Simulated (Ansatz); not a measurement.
# Geometry relaxation of TaNH$_{4}$Cl$_{3}$OF (part 2 of 2)

Continued. System: TaNH$_{4}$Cl$_{3}$OF. Method: RKS PBE/def2-SVP (Ansatz 0.2.0). The input holds or restrains some coordinates. It belongs to a series of runs on one base structure; here: pulled along the bonds that form and break, towards end B.

Geometry of the input (Å):
```
Ta 0.0000  0.0000  0.0000
O  2.3700  0.0000  0.0000
H  2.7071  -0.5308  0.7903
Cl 0.0000  0.0000  2.4700
Cl 0.0000  0.0000  -2.4700
N  -1.0800  1.8706  0.0000
H  -1.6414  2.1584  0.8518
H  -1.0486  2.5007  -0.8518
Cl -1.2350  -2.1390  0.0000
F  0.7032  -1.8418  -1.0422
H  1.8595  -1.1967  -0.6772
```

## Trajectory as extended XYZ, continued
```
11
Properties=species:S:1:pos:R:3:forces:R:3 step=5 energy=-45407.97390
Ta   -0.3912   -0.2419   -0.1347    0.6532  -0.0159   0.1177
O     2.7843   -0.1279   -0.0545   -1.0733  -0.5206  -0.1342
H     2.7517   -0.5114    0.8459    0.1862   0.1597   0.1158
Cl    0.0279   -0.0188    2.2340    0.2529  -0.1289  -0.9070
Cl   -0.0879    0.2523   -2.4457   -0.3503   0.8463   0.1140
N    -1.1024    1.6849   -0.0550   -0.1932  -0.5715  -0.1313
H    -1.5636    2.1099    0.7795    0.3842  -0.3366  -0.3247
H    -1.0576    2.4124   -0.7953   -0.0793  -0.5144   0.1789
Cl   -1.6965   -2.0971    0.1884   -1.8068   0.4868   0.4262
F     0.5531   -1.7510   -0.9181    1.6744   0.3234   0.5775
H     2.4170   -0.8899   -0.5736    0.3520   0.2718  -0.0329
11
Properties=species:S:1:pos:R:3:forces:R:3 step=6 energy=-45408.58693
Ta   -0.4140   -0.2692   -0.1394    0.4691  -0.2415  -0.1074
O     2.7810   -0.0999   -0.0333   -0.8619  -0.7566  -0.4051
H     2.7705   -0.5087    0.8566    0.1068   0.1328   0.0343
Cl    0.0767   -0.0368    2.1633    0.2739  -0.1182  -0.3785
Cl   -0.1219    0.3228   -2.4269   -0.1761   0.3543   0.0898
N    -1.1249    1.6267   -0.0726   -0.2566  -0.1073   0.0901
H    -1.5299    2.0773    0.7724    0.2581  -0.3276  -0.1548
H    -1.0736    2.3575   -0.8015   -0.0576  -0.4050  -0.0090
Cl   -1.8751   -2.0196    0.1966   -0.9760   0.6307   0.0344
F     0.6185   -1.7432   -0.8469    0.9251   0.2026   0.4736
H     2.5277   -0.8855   -0.5973    0.2951   0.6359   0.3326
11
Properties=species:S:1:pos:R:3:forces:R:3 step=7 energy=-45408.93431
Ta   -0.4210   -0.2916   -0.1467    0.3083  -0.3229  -0.1775
O     2.7773   -0.0785   -0.0265   -0.6115  -0.6234  -0.3919
H     2.7839   -0.4940    0.8602    0.0580   0.1168  -0.0166
Cl    0.1377   -0.0645    2.1199    0.2240  -0.1124  -0.1379
Cl   -0.1371    0.3485   -2.4181   -0.0582   0.0746   0.0598
N    -1.1475    1.5807   -0.0774   -0.1929   0.1109   0.2098
H    -1.5024    2.0438    0.7799    0.1665  -0.2774  -0.0858
H    -1.1005    2.3036   -0.8092   -0.0626  -0.2746  -0.0709
Cl   -2.0343   -1.9100    0.1705   -0.4682   0.5902  -0.1051
F     0.6805   -1.7481   -0.7750    0.4634   0.1260   0.3471
H     2.5982   -0.8686   -0.6067    0.1732   0.5922   0.3690
11
Properties=species:S:1:pos:R:3:forces:R:3 step=8 energy=-45409.14935
Ta   -0.4474   -0.3418   -0.1604    0.3611  -0.3646  -0.2270
O     2.7397    0.0125   -0.0563   -0.5494  -0.6494  -0.3387
H     2.7446   -0.3545    0.8525    0.0433   0.1143  -0.0764
Cl    0.1483   -0.1593    2.0931    0.1564  -0.1162   0.0176
Cl   -0.1568    0.2672   -2.4266   -0.0689   0.0195   0.0271
N    -1.0927    1.5472   -0.0558   -0.2338   0.2819   0.3142
H    -1.3532    2.0278    0.8280    0.1480  -0.2790  -0.2470
H    -1.0689    2.2543   -0.8020   -0.0236  -0.1645  -0.0275
Cl   -2.1889   -1.8274    0.0746   -0.2761   0.4638  -0.0908
F     0.7150   -1.7936   -0.6781    0.2862   0.0791   0.2731
H     2.5953   -0.8109   -0.5981    0.1568   0.6151   0.3752
11
Properties=species:S:1:pos:R:3:forces:R:3 step=9 energy=-45409.29278
Ta   -0.4519   -0.3684   -0.1731    0.2736  -0.2826  -0.1029
O     2.7278    0.0519   -0.0727   -0.3973  -0.5031  -0.2172
H     2.7617   -0.2973    0.8434   -0.0029   0.1279  -0.1278
Cl    0.1814   -0.2329    2.0786    0.0302  -0.0530  -0.0027
Cl   -0.1791    0.2220   -2.4349    0.0005  -0.0560   0.0042
N    -1.0934    1.5208   -0.0478   -0.0524   0.1795   0.3750
H    -1.3222    1.9965    0.8469    0.1375  -0.2226  -0.2945
H    -1.0715    2.2219   -0.7986   -0.0285  -0.0875   0.0133
Cl   -2.3194   -1.6972    0.0119   -0.0339   0.2947  -0.0795
F     0.7709   -1.8112   -0.5858   -0.0069   0.1031   0.1333
H     2.6307   -0.7846   -0.5968    0.0800   0.4997   0.2988
11
Properties=species:S:1:pos:R:3:forces:R:3 step=10 energy=-45409.37113
Ta   -0.4643   -0.4233   -0.1920    0.1225  -0.0721  -0.0450
O     2.7021    0.1303   -0.1235   -0.4252  -0.7504  -0.0889
H     2.7170   -0.1315    0.8255    0.0020   0.1292  -0.2940
Cl    0.1647   -0.3203    2.0665   -0.0127  -0.0577   0.0332
Cl   -0.1851    0.1352   -2.4509   -0.0240  -0.0366   0.0129
N    -1.0253    1.4875   -0.0161   -0.0428   0.0767   0.3074
H    -1.2024    1.9601    0.8914    0.1600  -0.1966  -0.3598
H    -1.0451    2.1789   -0.7763    0.0273  -0.0598   0.0591
Cl   -2.4533   -1.5852   -0.0684    0.2069   0.1906  -0.0547
F     0.8018   -1.8532   -0.5147   -0.1086   0.0775   0.0712
H     2.6246   -0.7571   -0.5706    0.0946   0.6994   0.3586
11
Properties=species:S:1:pos:R:3:forces:R:3 step=11 energy=-45409.40995
Ta   -0.4845   -0.4612   -0.1927    0.0539  -0.0938  -0.0367
O     2.6579    0.2004   -0.1534   -0.4404  -0.7570  -0.0876
H     2.7194   -0.0234    0.8017   -0.0129   0.0968  -0.2281
Cl    0.0750   -0.3869    2.0887    0.0130  -0.0548   0.0069
Cl   -0.2202    0.0795   -2.4577   -0.0138  -0.0455   0.0134
N    -0.9839    1.4613   -0.0081    0.0944   0.1491   0.2948
H    -1.0890    1.9408    0.9055    0.0855  -0.1833  -0.3420
H    -0.9316    2.1571   -0.7628   -0.0238  -0.0628   0.0561
Cl   -2.5055   -1.5714   -0.1061    0.2311   0.1614  -0.0470
F     0.8106   -1.8701   -0.4808   -0.0917   0.1040   0.0584
H     2.5867   -0.7047   -0.5634    0.1047   0.6860   0.3116
11
Properties=species:S:1:pos:R:3:forces:R:3 step=12 energy=-45409.44503
Ta   -0.5330   -0.5191   -0.1994    0.5376   0.2863   0.0260
O     2.5724    0.2934   -0.1899   -0.2457  -1.0425   0.2039
H     2.7110    0.1584    0.7797   -0.0977   0.1106  -0.4962
Cl   -0.0273   -0.5132    2.1062   -0.0620  -0.0215  -0.0724
Cl   -0.2956   -0.0198   -2.4764   -0.0462  -0.0272   0.0298
N    -0.8687    1.4363    0.0131   -0.0655   0.1020   0.2431
H    -0.8946    1.9265    0.9272    0.0794  -0.2477  -0.3871
H    -0.8361    2.1223   -0.7552    0.0326  -0.1686   0.1298
Cl   -2.5868   -1.5422   -0.1765    0.0163   0.0317   0.0036
F     0.8276   -1.8687   -0.4404   -0.1777   0.0518   0.0231
H     2.5659   -0.6526   -0.5176    0.0289   0.9250   0.2965
11
Properties=species:S:1:pos:R:3:forces:R:3 step=13 energy=-45409.44828
Ta   -0.5303   -0.5383   -0.2077    0.3271   0.0387  -0.1349
O     2.5567    0.3365   -0.2235   -0.3720  -1.0316   0.6864
H     2.5770    0.2821    0.7714    0.0255   0.0725  -0.8322
Cl   -0.0685   -0.5696    2.1042    0.0255  -0.0056   0.0095
Cl   -0.3390   -0.0627   -2.4926   -0.0343   0.0053   0.0208
N    -0.8378    1.4080    0.0255    0.1974   0.4635   0.5194
H    -0.7258    1.8992    0.9398   -0.1048  -0.3475  -0.6042
H    -0.7801    2.0909   -0.7434   -0.0178  -0.1293   0.0860
Cl   -2.6074   -1.5113   -0.1938    0.0033  -0.0144   0.0086
F     0.8358   -1.8789   -0.4426   -0.0971   0.0403   0.0514
H     2.5542   -0.6344   -0.4663    0.0472   0.9082   0.1893
11
Properties=species:S:1:pos:R:3:forces:R:3 step=14 energy=-45409.46613
Ta   -0.5406   -0.5392   -0.2217    0.3978   0.0339  -0.0412
O     2.5470    0.3287   -0.2199   -0.3246  -0.8257   0.3701
H     2.6306    0.3174    0.7639   -0.0361   0.0427  -0.4548
Cl   -0.0542   -0.5673    2.0860   -0.0181  -0.0122   0.0261
Cl   -0.3553   -0.0509   -2.5030   -0.0155  -0.0147   0.0264
N    -0.8294    1.4095    0.0254    0.0850   0.2475   0.2427
H    -0.7375    1.8871    0.9394   -0.0352  -0.1894  -0.3263
H    -0.7698    2.0979   -0.7372   -0.0183  -0.1103   0.0627
Cl   -2.6137   -1.5257   -0.1955    0.0252   0.0262   0.0070
F     0.8193   -1.8902   -0.4429   -0.1142   0.0860  -0.0057
H     2.5384   -0.6460   -0.4236    0.0542   0.7161   0.0930
11
Properties=species:S:1:pos:R:3:forces:R:3 step=15 energy=-45409.47747
Ta   -0.5467   -0.5555   -0.2301    0.4306   0.1606   0.0926
O     2.5218    0.3704   -0.1622   -0.3121  -0.5317  -0.1136
H     2.5926    0.2851    0.8095   -0.0072   0.0037  -0.0395
Cl   -0.0590   -0.5927    2.0822   -0.0318  -0.0199  -0.0277
Cl   -0.4126   -0.0839   -2.5168   -0.0134  -0.0069  -0.0165
N    -0.7926    1.3980    0.0143    0.0296   0.0328   0.0517
H    -0.6632    1.8730    0.9178   -0.0191  -0.0675  -0.1138
H    -0.7432    2.0748   -0.7572   -0.0041  -0.0650   0.0383
Cl   -2.6366   -1.5047   -0.1678    0.0160  -0.0134  -0.0064
F     0.8460   -1.8673   -0.4677   -0.1523   0.0514  -0.0037
H     2.5285   -0.5758   -0.4510    0.0638   0.4559   0.1386
11
Properties=species:S:1:pos:R:3:forces:R:3 step=16 energy=-45409.47447 accepted=F
Ta   -0.5512   -0.5335   -0.2169    0.4294  -0.1575  -0.1208
O     2.5321    0.3489   -0.1849   -0.3352  -0.5895  -0.1266
H     2.6137    0.3088    0.7875    0.0087   0.0119   0.0236
Cl   -0.0861   -0.5985    2.0919    0.0001   0.0240   0.0439
Cl   -0.4188   -0.0696   -2.5084   -0.0131   0.0143  -0.0029
N    -0.7908    1.4168    0.0194   -0.0354   0.0586   0.0442
H    -0.6670    1.8915    0.9212   -0.0134   0.0090  -0.0428
H    -0.7480    2.0879   -0.7564    0.0070  -0.0206   0.0374
Cl   -2.6060   -1.5586   -0.1870   -0.0265   0.0773   0.0182
F     0.8213   -1.8610   -0.4671   -0.0678   0.0551   0.0208
H     2.5356   -0.6113   -0.4285    0.0461   0.5174   0.1051
11
Properties=species:S:1:pos:R:3:forces:R:3 step=17 energy=-45409.47749
Ta   -0.5475   -0.5478   -0.2238    0.3857  -0.0018   0.0186
O     2.5277    0.3672   -0.1669   -0.3045  -0.6259  -0.1628
H     2.6066    0.2921    0.8042   -0.0008   0.0039  -0.0016
Cl   -0.0823   -0.6036    2.0902   -0.0109  -0.0066  -0.0157
Cl   -0.4299   -0.0846   -2.5163   -0.0053   0.0075   0.0043
N    -0.7906    1.4011    0.0196    0.0053  -0.0013  -0.0179
H    -0.6675    1.8832    0.9162   -0.0004   0.0003   0.0056
H    -0.7386    2.0648   -0.7604   -0.0033   0.0209  -0.0053
Cl   -2.6320   -1.5114   -0.1728    0.0135   0.0054   0.0034
F     0.8452   -1.8555   -0.4723   -0.1189   0.0335   0.0134
H     2.5438   -0.5840   -0.4469    0.0396   0.5641   0.1581
```

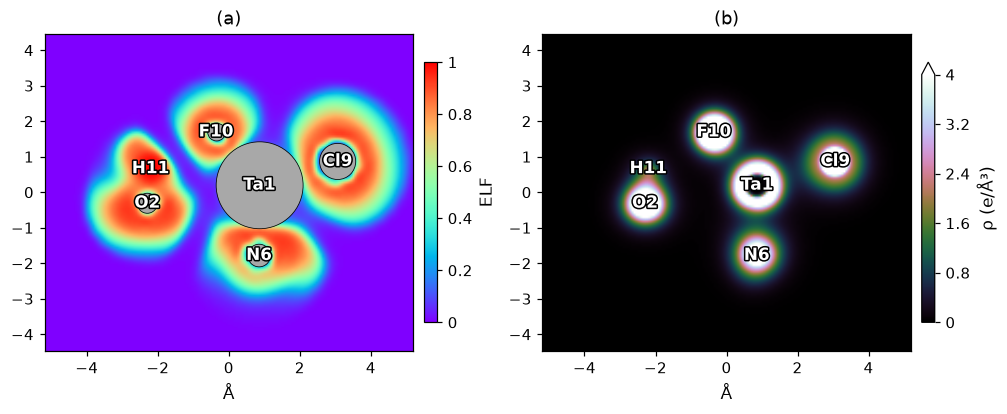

(a) electron localisation function; (b) total electron density on the plane of atoms Cl9, Ta1 and F10. Grey discs, where drawn, cover atomic cores. The section cuts through Ta, O, N, Cl, F and H sites. Ta–N (1.98 Å): ρ is about 1 e/Å³ halfway; the ELF peaks at about 0.90 in the valence shell of N, 0.6 Å from its nucleus, and is about 0.35 at the midpoint.

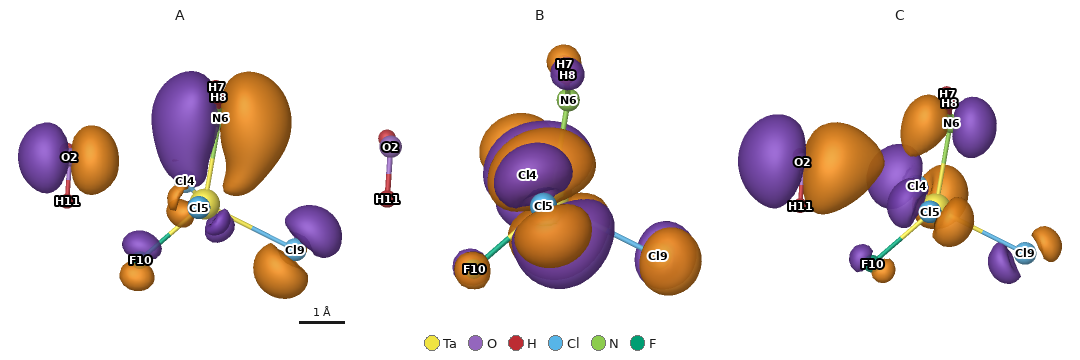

Three frontier orbitals at ±0.1 Å⁻³ᐟ² (orange and purple are the two phases). C is the HOMO−1 (−7.35 eV). A is the HOMO (−6.92 eV). By Hirshfeld shares it lies mainly on N6 (50 %), O2 (15 %) and Ta1 (10 %). B is the LUMO (−3.92 eV). It lies mainly on Ta1 (65 %), Cl5 (10 %) and Cl4 (10 %). The HOMO–LUMO gap is 3.00 eV between the orbital energies.

## Results in brief

```csv
quantity,value
outcome,converged under the restraints of the input
total energy,−45409.4776 eV
mean-field energy,−45409.4776 eV
"largest force (length of the vector) at the end, held atoms and coordinates included",0.715 eV/Å
wall time,53 s (CPU time 3.3 min)
peak memory,0.24 GiB
```
